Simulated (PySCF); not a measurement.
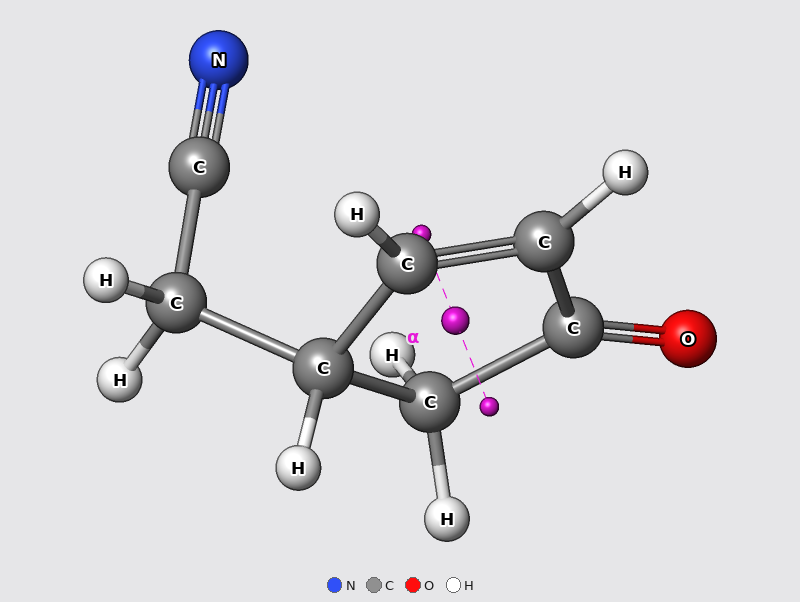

The small points mark where nucleus-independent chemical shifts (NICS) were computed: at the centre of each lettered ring and 1 Å above and below it. Geometry: an end point of a reaction path computed with GFN2-xTB. Method: GIAO PBE0/pcSseg-1 NMR shielding, non-relativistic, gas phase (PySCF 2.14.0).

Give NICS(0), NICS(1) and the out-of-plane component NICS(1)zz for each ring (means of the two sides).

| ring | members | NICS(0) | NICS(1) | NICS(1)zz |
| --- | --- | --- | --- | --- |
| α | C5 | 0.7 | −3.6 | −5.7 |

Values in ppm.

### What do the values say about the ring currents?

Ring α: weak, as in a non-aromatic ring. NICS is one index among several.
